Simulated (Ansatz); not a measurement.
# One shape, several levels: doublet SiHCl2OF+

Wanted: a comparison of 4 runs (UHF/3-21G, U-r2SCAN0/def2-SVP, U-revPBE/def2-SVP, UBLYP/def2-SVP) of doublet SiHCl2OF+. 

The results are computed with Ansatz 0.2.0.

126 further runs of the same task are left out: 126 set aside as unsound or not needed.

## Step 1: The system as given

SiHCl2OF+: 6 atoms, total charge +1, spin state doublet. SMILES of the parent species: `O[Si](F)(Cl)Cl`. Geometry: relaxed at PBE0-D4/def2-TZVP. This is one conformer, not always the lowest. That shape belongs to the parent species and isn't relaxed for this state.

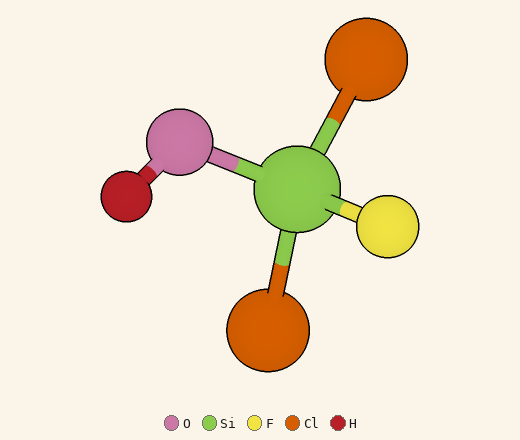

Viewed from a chosen angle; oxygen pink, silicon green, fluorine yellow, chlorine orange, hydrogen red.

## Step 2: The energy at UHF/3-21G (run 1)

File run.yaml:

```yaml
basis:
  gaussian:
    orbitals: 3-21G.json
crystal:
  periodic: [false, false, false]
  atoms:
    - {symbol: O, position_ang: [-0.507700, 0.453700, 1.122500]}
    - {symbol: Si, position_ang: [0.219500, 0.013400, -0.247400]}
    - {symbol: F, position_ang: [1.583200, -0.726700, 0.044400]}
    - {symbol: Cl, position_ang: [-0.921300, -1.272900, -1.319600]}
    - {symbol: Cl, position_ang: [0.618000, 1.683900, -1.294500]}
    - {symbol: H, position_ang: [-0.949600, -0.215500, 1.648500]}
total_charge: 1
magnetization:
  spin_polarized: true
  initial_magnetization: 1
hamiltonian:
  xc: hf
accuracy: high
output:
  orbitals: {seedname: orbitals}
```

The basis set 3-21G is read from a file made from the Basis Set Exchange's data (not shown).

On the command line:

```bash
$ ansatz run run.yaml --threads 1 --pin off --max-ram 3480MiB --events-out events.jsonl --progress --plain --runs-dir runs
```

Standard output:

```text
Warning: RAYON_NUM_THREADS=1 ignored (pool sized by the plan → 1); use --threads N
Functional definition: HF
  name "HF"
  exchange = exact_x
  correlation = 0
1280 factors; integrals over basis functions are off by at most 6.6e-9 eV
mean field evaluation 1: about -37428.4805 eV, gradient 3.7e1 eV
mean field evaluation 2: about -37428.4870 eV, gradient 3.7e1 eV
mean field evaluation 4: about -37433.3218 eV, gradient 1.6e0 eV
mean field evaluation 8: about -37433.4089 eV, gradient 6.5e-1 eV
mean field evaluation 16: about -37433.7051 eV, gradient 4.9e-2 eV
mean field evaluation 32: about -37433.6724 eV, gradient 6.9e-2 eV
mean field evaluation 64: about -37430.6151 eV, gradient 2.2e1 eV
mean field evaluation 96: about -37433.6029 eV, gradient 6.8e-1 eV
mean field evaluation 128: about -37433.4464 eV, gradient 3.9e-1 eV
mean field evaluation 160: about -37433.4596 eV, gradient 1.4e-4 eV
mean field evaluation 192: about -37433.3633 eV, gradient 1.7e-3 eV
mean field evaluation 224: about -37433.3217 eV, gradient 2.8e0 eV
mean field -37433.70523141 eV, -1375.6632937775 hartree, gradient 1.5e-8 eV, S^2 0.753250; 5 other end points of the search recorded, 0 dependent functions left out
reference -37433.70523141 eV, -1375.6632937775 hartree; 33, 32 occupied and 26, 27 virtual orbitals, 1280 factors
Total energy: -37433.70523141 eV, -1375.6632937775 hartree
```

It took 5.1 s on 1 thread of AMD EPYC 9R45 (Zen 5), shared host; peak memory 0.23 GiB.

## Step 3: The energy at U-r2SCAN0/def2-SVP (run 2)

File input.yaml:

```yaml
crystal:
  periodic: [false, false, false]
  atoms:
    - {symbol: O, position_ang: [-0.507700, 0.453700, 1.122500]}
    - {symbol: Si, position_ang: [0.219500, 0.013400, -0.247400]}
    - {symbol: F, position_ang: [1.583200, -0.726700, 0.044400]}
    - {symbol: Cl, position_ang: [-0.921300, -1.272900, -1.319600]}
    - {symbol: Cl, position_ang: [0.618000, 1.683900, -1.294500]}
    - {symbol: H, position_ang: [-0.949600, -0.215500, 1.648500]}
basis:
  gaussian:
    orbitals: def2-SVP
total_charge: 1
magnetization:
  spin_polarized: true
  initial_magnetization: 1
hamiltonian:
  xc: {name: r2SCAN0}
accuracy: high
output: {orbitals: {seedname: orbitals}}
```

On the command line:

```bash
$ ansatz run input.yaml --threads 1 --pin off --max-ram 3480MiB --events-out events.jsonl --progress --plain --runs-dir runs
```

Standard output:

```text
Warning: RAYON_NUM_THREADS=1 ignored (pool sized by the plan → 1); use --threads N
Functional definition: r2SCAN0
  name "r2SCAN0"
  parameter a = 0.25
  parameter k0 = 0.174
  parameter k1 = 0.065
  parameter a1 = 4.9479
  exchange = (1 - a)*r2scan_x(k0 = k0, k1 = k1, a1 = a1) + a*exact_x
  correlation = r2scan_c
1702 factors; integrals over basis functions are off by at most 3.7e-9 eV
mean field evaluation 1: about -37667.9832 eV, gradient 5.2e1 eV
mean field evaluation 2: about -37639.5119 eV, gradient 9.6e1 eV
mean field evaluation 4: about -37677.1618 eV, gradient 6.1e0 eV
mean field evaluation 8: about -37677.3035 eV, gradient 5.2e-1 eV
mean field evaluation 16: about -37677.5180 eV, gradient 1.9e-1 eV
mean field evaluation 32: about -37677.5208 eV, gradient 2.8e-3 eV
mean field evaluation 64: about -37677.3435 eV, gradient 2.4e0 eV
mean field -37677.52084448 eV, -1384.6233522938 hartree, gradient 9.7e-8 eV, S^2 0.757058; 6 other end points of the search recorded, 0 dependent functions left out
reference -37677.52084542 eV, -1384.6233523282 hartree; 33, 32 occupied and 54, 55 virtual orbitals, 1702 factors
Total energy: -37677.52084542 eV, -1384.6233523282 hartree
```

Wall time 34 s (1 thread of AMD EPYC 9R45 (Zen 5), shared host); peak memory 0.62 GiB.

## Step 4: A single-point energy at U-revPBE/def2-SVP (run 3)

File in.yaml:

```yaml
crystal:
  periodic: [false, false, false]
  atoms:
    - {symbol: O, position_ang: [-0.507700, 0.453700, 1.122500]}
    - {symbol: Si, position_ang: [0.219500, 0.013400, -0.247400]}
    - {symbol: F, position_ang: [1.583200, -0.726700, 0.044400]}
    - {symbol: Cl, position_ang: [-0.921300, -1.272900, -1.319600]}
    - {symbol: Cl, position_ang: [0.618000, 1.683900, -1.294500]}
    - {symbol: H, position_ang: [-0.949600, -0.215500, 1.648500]}
basis:
  gaussian:
    orbitals: def2-SVP
total_charge: 1
magnetization:
  spin_polarized: true
  initial_magnetization: 1
hamiltonian:
  xc: {name: revPBE}
accuracy: high
output: {orbitals: {seedname: orbitals}}
```

On the command line:

```bash
$ ansatz run in.yaml --threads 1 --pin off --max-ram 3480MiB --events-out events.jsonl --progress --plain --runs-dir runs
```

Standard output:

```text
Warning: RAYON_NUM_THREADS=1 ignored (pool sized by the plan → 1); use --threads N
Functional definition: revPBE
  name "revPBE"
  parameter kappa = 1.245
  parameter beta = 0.06672455060314922
  exchange = pbe_x(kappa = kappa, mu = beta*pi^2/3)
  correlation = pbe_c(beta = beta)
1702 factors; integrals over basis functions are off by at most 3.7e-9 eV
mean field evaluation 1: about -37661.6719 eV, gradient 6.3e1 eV
mean field evaluation 2: about -37550.2479 eV, gradient 1.6e2 eV
mean field evaluation 4: about -37668.0006 eV, gradient 3.5e1 eV
mean field evaluation 8: about -37675.0732 eV, gradient 6.9e0 eV
mean field evaluation 16: about -37675.3828 eV, gradient 8.6e-1 eV
mean field evaluation 32: about -37675.3837 eV, gradient 1.0e-5 eV
mean field evaluation 64: about -37675.1553 eV, gradient 2.5e0 eV
mean field -37675.38365468 eV, -1384.5448120174 hartree, gradient 4.0e-8 eV, S^2 0.751711; 8 other end points of the search recorded, 0 dependent functions left out
reference -37675.38365785 eV, -1384.5448121336 hartree; 33, 32 occupied and 54, 55 virtual orbitals, 1702 factors
Total energy: -37675.38365785 eV, -1384.5448121336 hartree
```

It took 11 s on 1 thread of AMD EPYC 9R45 (Zen 5), shared host; peak memory 0.29 GiB.

## Step 5: The energy at UBLYP/def2-SVP (run 4)

File job.yaml:

```yaml
crystal:
  periodic: [false, false, false]
  atoms:
    - symbol: O
      position_ang: [-0.507700, 0.453700, 1.122500]
    - symbol: Si
      position_ang: [0.219500, 0.013400, -0.247400]
    - symbol: F
      position_ang: [1.583200, -0.726700, 0.044400]
    - symbol: Cl
      position_ang: [-0.921300, -1.272900, -1.319600]
    - symbol: Cl
      position_ang: [0.618000, 1.683900, -1.294500]
    - symbol: H
      position_ang: [-0.949600, -0.215500, 1.648500]
basis:
  gaussian: {orbitals: def2-SVP}
total_charge: 1
magnetization: {spin_polarized: true, initial_magnetization: 1}
hamiltonian: {xc: {name: BLYP}}
accuracy: high
output: {orbitals: {seedname: orbitals}}
```

On the command line:

```bash
$ ansatz run job.yaml --threads 1 --pin off --max-ram 3480MiB --events-out events.jsonl --progress --plain --runs-dir runs
```

Standard output:

```text
Warning: RAYON_NUM_THREADS=1 ignored (pool sized by the plan → 1); use --threads N
Functional definition: BLYP
  name "BLYP"
  parameter beta = 0.0042
  parameter a = 0.04918
  parameter b = 0.132
  parameter c = 0.2533
  parameter d = 0.349
  exchange = b88_x(beta = beta)
  correlation = lyp_c(a = a, b = b, c = c, d = d)
1702 factors; integrals over basis functions are off by at most 3.7e-9 eV
mean field evaluation 1: about -37667.6109 eV, gradient 6.6e1 eV
mean field evaluation 2: about -37546.4796 eV, gradient 1.7e2 eV
mean field evaluation 4: about -37675.1446 eV, gradient 3.5e1 eV
mean field evaluation 8: about -37682.2592 eV, gradient 7.5e0 eV
mean field evaluation 16: about -37682.6160 eV, gradient 1.8e0 eV
mean field evaluation 32: about -37682.6321 eV, gradient 3.1e-5 eV
mean field evaluation 64: about -37681.7673 eV, gradient 5.7e0 eV
mean field -37682.63208570 eV, -1384.8111869441 hartree, gradient 4.5e-8 eV, S^2 0.751602; 8 other end points of the search recorded, 0 dependent functions left out
reference -37682.63213030 eV, -1384.8111885832 hartree; 33, 32 occupied and 54, 55 virtual orbitals, 1702 factors
Total energy: -37682.63213030 eV, -1384.8111885832 hartree
```

It took 13 s on 1 thread of AMD EPYC 9R45 (Zen 5), shared host; peak memory 0.29 GiB.

## Step 6: Overview of the runs

```
run               level   energy (Eh)  HOMO energy (eV)  LUMO energy (eV)   ⟨S²⟩  wall time
  1           UHF/3-21G  -1375.663294            -18.97            -10.90  0.753      5.1 s
  2  U-r2SCAN0/def2-SVP  -1384.623352            -16.10            -14.32  0.757       34 s
  3   U-revPBE/def2-SVP  -1384.544812            -14.38            -14.31  0.752       11 s
  4      UBLYP/def2-SVP  -1384.811189            -14.20            -14.13  0.752       13 s
```

## Step 7: What came out

| quantity | value |
| --- | --- |
| run 4: total energy | -1384.81119 Eh |
| run 4: HOMO energy (highest over α and β) | -14.20 eV |
| run 4: LUMO energy (lowest over α and β) | -14.13 eV |
| run 4: ⟨S²⟩ | 0.752 |

Totals of different functionals can't be ranked against each other. All runs together took 62 s, the longest 34 s.
